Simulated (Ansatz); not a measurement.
```csv
atom,x (Å),y (Å),z (Å)
Ga,0.0497,-0.1506,0.1633
N,-0.0641,-0.1265,2.0489
H,-0.8442,-0.6067,2.4873
H,0.7809,-0.2228,2.6056
H,1.3265,0.1511,-0.6457
Cl,-1.8071,-0.6907,-0.7598
Cl,-0.6358,3.1027,1.0336
H,-0.5221,2.0702,1.8760
```

Not at a stationary point (largest force 1.3 eV/Å).

Level of theory: RKS CAM-B3LYP-D4/def2-SVP in Ansatz 0.2.0.

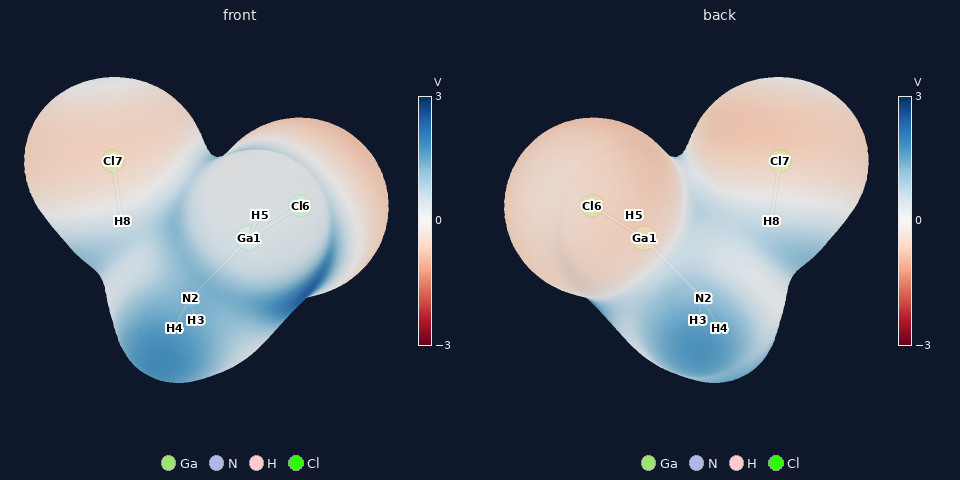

ClGaH$_{3}$N···HCl. The molecular electrostatic potential painted on the density surface at 0.002 e/bohr³, seen from the front and from behind; the colour scale runs from red (negative) to blue (positive).

Describe the electrostatic potential map.

The most negative region (about −0.8 V, or −18 kcal/mol for a unit charge) lies over Cl6 and Cl7, the most positive (about +2.4 V, or +55 kcal/mol for a unit charge) over Ga1.
